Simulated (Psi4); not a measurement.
# revPBE/def2-SVPD (core potential) run of SnH4 (SMILES [SnH4])

Aim: the vertical singlet–triplet gap of SnH4 at revPBE/def2-SVPD (core potential), from 2 runs. 

Program for the calculation: Psi4 1.11.

19 further runs of the same task are left out: 16 that didn't finish, 3 set aside as unsound or not needed.

### 1 The structure to begin with

SnH4: 5 atoms, total charge 0, spin state singlet. SMILES: `[SnH4]`. The coordinates come from a PBE0-D4/def2-TZVP relaxation.

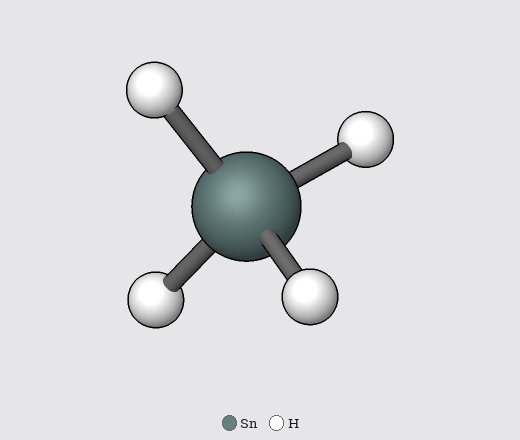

The structure, seen from a chosen angle (tin teal, hydrogen white).

### 2 Energy and forces at revPBE/def2-SVPD (core potential)

The input, input.json:

```json
{
 "schema_name": "qcschema_input",
 "schema_version": 1,
 "molecule": {
  "schema_name": "qcschema_molecule",
  "schema_version": 2,
  "symbols": ["Sn", "H", "H", "H", "H"],
  "geometry": [5.669e-05, 1.89e-05, 7.559e-05, 1.55698315, -1.61284345, 2.31102167, -2.95479467, 0.76235331, 1.02638585, -0.22073891, -1.84174598, -2.63142473, 1.61849373, 2.69217943, -0.70607727],
  "molecular_charge": 0,
  "molecular_multiplicity": 1,
  "fix_symmetry": "c1"
 },
 "driver": "gradient",
 "model": {
  "method": "revpbe",
  "basis": "def2-SVPD"
 },
 "keywords": {
  "puream": true,
  "e_convergence": 1e-09,
  "d_convergence": 1e-08,
  "scf_type": "pk",
  "dft_radial_points": 99,
  "dft_spherical_points": 590,
  "scf_properties": ["MAYER_INDICES", "WIBERG_LOWDIN_INDICES", "QUADRUPOLE"]
 }
}
```

Run with:

```
psi4 --qcschema input.json -n 1 --memory 2200MB
```

stdout:

```text
[...]
    !!!  WARNING: ECP capability is in beta. Please check occupations closely.  !!!
[...]
  Running in c1 symmetry.
[...]
  Nuclear repulsion =   28.473969962432189
[...]
  Multiplicity = 1
[...]
  Nalpha       = 13
  Nbeta        = 13
[...]
    Number of basis functions: 64
[...]
   @RKS iter   1:  -216.49976093428552   -9.30135e-01   8.37590e-03 ADIIS/DIIS
[...]
   @RKS iter   9:  -216.69987872057408   -9.37916e-13   1.47734e-09 DIIS
[...]
    Orbital Energies [Eh]
    ---------------------
    Doubly Occupied:
       1A     -4.895769     2A     -3.275624     3A     -3.275620
       4A     -3.275618     5A     -0.939343     6A     -0.939341
       7A     -0.939341     8A     -0.934905     9A     -0.934901
      10A     -0.474793    11A     -0.290507    12A     -0.290496
      13A     -0.290464
[...]
  @RKS Final Energy:  -216.69987872057408
   => Energetics <=
    Nuclear Repulsion Energy =             28.4739699624321894
    One-Electron Energy =                -435.1505162359664496
    Two-Electron Energy =                 209.4945138563547857
    DFT Exchange-Correlation Energy =     -19.5178463033946201
    Empirical Dispersion Energy =           0.0000000000000000
    VV10 Nonlocal Energy =                  0.0000000000000000
    Total Energy =                       -216.6998787205740769
[...]
 Multipole Moments:
 ------------------------------------------------------------------------------------
     Multipole            Electronic (a.u.)      Nuclear  (a.u.)        Total (a.u.)
 ------------------------------------------------------------------------------------
 L = 1.  Multiply by 2.5417464519 to convert [e a0] to [Debye]
 Dipole X            :          0.0002834           -0.0002235            0.0000599
 Dipole Y            :          0.0001339           -0.0001043            0.0000296
 Dipole Z            :          0.0004532           -0.0003129            0.0001403
 Magnitude           :                                                    0.0001554
 L = 2.  Multiply by 1.3450342976 to convert [e a0^2] to [Debye ang]
 Quadrupole XX       :        -35.2074142           13.8232557          -21.3841585
 Quadrupole XY       :         -0.0008337            0.0000530           -0.0007807
[...]
  -Total Gradient:
     Atom            X                  Y                   Z
    ------   -----------------  -----------------  -----------------
       1        0.000006900448     0.000009596437    -0.000000149717
       2       -0.002839225627     0.002949216235    -0.004231350830
       3        0.005404914501    -0.001393233303    -0.001890926915
       4        0.000394315150     0.003368810764     0.004824323553
       5       -0.002966115382    -0.004933252460     0.001298263598
[...]
```

The result, in JSON:

```text
{
 "driver": "gradient",
 "model": {
  "method": "revpbe",
  "basis": "def2-SVPD"
 },
 "success": true,
 "return_result": [6.9004484309015714e-06, 9.596436678665078e-06, -1.4971714507071906e-07, -0.002839225626847963, 0.0029492162353627754, -0.004231350830129169, 0.0054049145012431965, -0.00139323330274755, -0.00189092691486345, 0.0003943151497539949, 0.0033688107638266546, 0.004824323553303589, -0.002966115382369794, -0.004933252459888515, 0.001298263598060033],
 "properties": {
  "calcinfo_nbasis": 64,
  "calcinfo_nmo": 64,
  "calcinfo_nalpha": 13,
  "calcinfo_nbeta": 13,
  "calcinfo_natom": 5,
  "nuclear_repulsion_energy": 28.47396996243219,
  "return_energy": -216.69987872057408,
  "return_gradient": [6.9004484309015714e-06, 9.596436678665078e-06, -1.4971714507071906e-07, -0.002839225626847963, 0.0029492162353627754, -0.004231350830129169, 0.0054049145012431965, -0.00139323330274755, -0.00189092691486345, 0.0003943151497539949, 0.0033688107638266546, 0.004824323553303589, -0.002966115382369794, -0.004933252459888515, 0.001298263598060033],
  "scf_one_electron_energy": -435.15051623596645,
  "scf_two_electron_energy": 209.49451385635479,
  "scf_xc_energy": -19.51784630339462,
  "scf_dipole_moment": [5.9892583645249076e-05, 2.9621924660661048e-05, 0.00014027610294832515],
  "scf_total_energy": -216.69987872057408,
  "scf_total_gradient": [6.9004484309015714e-06, 9.596436678665078e-06, -1.4971714507071906e-07, -0.002839225626847963, 0.0029492162353627754, -0.004231350830129169, 0.0054049145012431965, -0.00139323330274755, -0.00189092691486345, 0.0003943151497539949, 0.0033688107638266546, 0.004824323553303589, -0.002966115382369794, -0.004933252459888515, 0.001298263598060033],
  "scf_iterations": 9
 }
}
```

Wall time 6.3 s (1 thread of AMD EPYC 9R45 (Zen 5), shared host); peak memory 0.77 GiB.

### 3 The triplet, same level

The input, h4sn.py:

```python
import psi4

psi4.set_memory('2200 MB')
psi4.set_num_threads(1)
psi4.set_output_file('psi4.out', False)

geom = psi4.geometry("""
0 3
Sn     0.000030     0.000010     0.000040
H      0.823920    -0.853480     1.222940
H     -1.563610     0.403420     0.543140
H     -0.116810    -0.974610    -1.392490
H      0.856470     1.424640    -0.373640
units angstrom
symmetry c1
""")

options = {'reference': 'uks', 'puream': True, 'e_convergence': 1e-09, 'd_convergence': 1e-08, 'scf_type': 'pk', 'dft_radial_points': 99, 'dft_spherical_points': 590, 'maxiter': 100}
psi4.set_options(options)

e, wfn = psi4.gradient('revpbe/def2-SVPD', return_wfn=True)
psi4.oeprop(wfn, 'WIBERG_LOWDIN_INDICES', 'MAYER_INDICES', 'QUADRUPOLE')
print('gradient / Eh bohr^-1')
print(e.np.round(6))
print(f'energy = {wfn.energy():.10f} Eh')
```

Run with:

```
python h4sn.py
```

psi4.out (excerpt; [...] marks lines left out):

```text
[...]
    !!!  WARNING: ECP capability is in beta. Please check occupations closely.  !!!
[...]
  Running in c1 symmetry.
[...]
  Nuclear repulsion =   28.473969965174199
[...]
  Multiplicity = 3
[...]
  Nalpha       = 14
  Nbeta        = 12
[...]
    Number of basis functions: 64
[...]
   @UKS iter   1:  -216.21930272515192   -6.50163e-01   8.31835e-03 ADIIS/DIIS
[...]
   @UKS iter  24:  -216.44814530143935   -1.27898e-12   6.82862e-09 DIIS
[...]
   @S^2 Observed:                2.002062575E+00
[...]
  @UKS Final Energy:  -216.44814530143935
   => Energetics <=
    Nuclear Repulsion Energy =             28.4739699651741986
    One-Electron Energy =                -434.0799124311324704
    Two-Electron Energy =                 208.6365673067090256
    DFT Exchange-Correlation Energy =     -19.4787701421901183
    Empirical Dispersion Energy =           0.0000000000000000
    VV10 Nonlocal Energy =                  0.0000000000000000
    Total Energy =                       -216.4481453014393537
[...]
  -Total Gradient:
     Atom            X                  Y                   Z
    ------   -----------------  -----------------  -----------------
       1       -0.006695543415    -0.055888799418    -0.079818320526
       2       -0.010389447923     0.011588068040    -0.014528714968
       3        0.019982580762    -0.004393450342    -0.005864973108
       4        0.007917231350     0.066146663514     0.094488311519
       5       -0.010814188072    -0.017452357176     0.005722443736
[...]
 Multipole Moments:
 ------------------------------------------------------------------------------------
     Multipole            Electronic (a.u.)      Nuclear  (a.u.)        Total (a.u.)
 ------------------------------------------------------------------------------------
 L = 1.  Multiply by 2.5417464519 to convert [e a0] to [Debye]
 Dipole X            :         -0.0389075           -0.0002235           -0.0391310
 Dipole Y            :         -0.3205961           -0.0001043           -0.3207004
 Dipole Z            :         -0.4614762           -0.0003129           -0.4617891
 Magnitude           :                                                    0.5635860
 L = 2.  Multiply by 1.3450342976 to convert [e a0^2] to [Debye ang]
 Quadrupole XX       :        -37.1030471           13.8232557          -23.2797914
 Quadrupole XY       :         -0.1042563            0.0000530           -0.1042033
[...]
```

The script printed:

```text
gradient / Eh bohr^-1
[[-0.006696 -0.055889 -0.079818]
 [-0.010389  0.011588 -0.014529]
 [ 0.019983 -0.004393 -0.005865]
 [ 0.007917  0.066147  0.094488]
 [-0.010814 -0.017452  0.005722]]
energy = -216.4481453014 Eh
```

Wall time 17 s (1 thread of AMD EPYC 9R45 (Zen 5), shared host); peak memory 0.77 GiB.

### 4 Summary of results

Level: revPBE/def2-SVPD (core potential).

```
                                        quantity          value
                           singlet: total energy  -216.69988 Eh
                          singlet: dipole moment         0.00 D
                            singlet: HOMO energy       -7.90 eV
                            singlet: LUMO energy       -0.76 eV
                          singlet: HOMO–LUMO gap        7.15 eV
               singlet: largest force on an atom     0.303 eV/Å
                           triplet: total energy  -216.44815 Eh
                          triplet: dipole moment         1.43 D
     triplet: HOMO energy (highest over α and β)       -1.97 eV
                                   triplet: ⟨S²⟩          2.002
               triplet: largest force on an atom     5.945 eV/Å
vertical energy of the triplet above the singlet       6.850 eV
```

What this shows: At this shape the triplet lies 6.85 eV (158 kcal/mol) above the singlet. The largest force (singlet) is 0.30 eV/Å: the shape isn't a stationary point for this species at this level.
